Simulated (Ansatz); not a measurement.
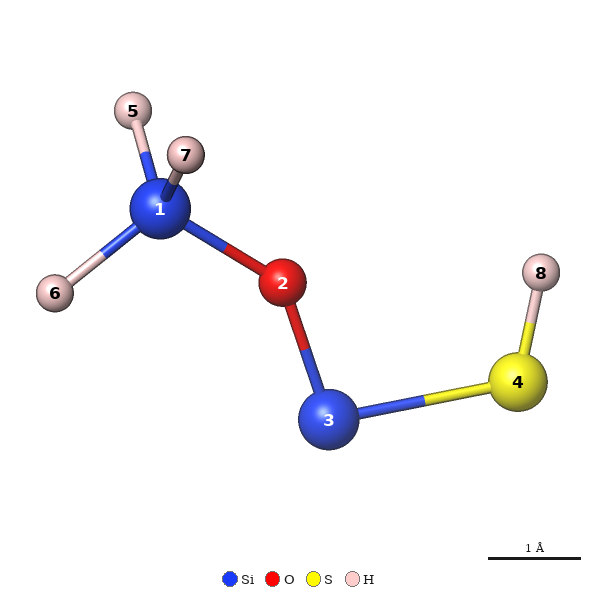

The picture comes from a calculation with Ansatz.

The atoms are numbered. Geometry: moved along internal coordinates away from the minimum.

Give the bond lengths.

| bond | length (Å) | order |
| --- | --- | --- |
| Si1–O2 | 1.648 | single |
| Si1–H5 | 1.483 | single |
| Si1–H6 | 1.486 | single |
| Si1–H7 | 1.483 | single |
| O2–Si3 | 1.649 | single |
| Si3–S4 | 2.159 | single |
| S4–H8 | 1.243 | single |
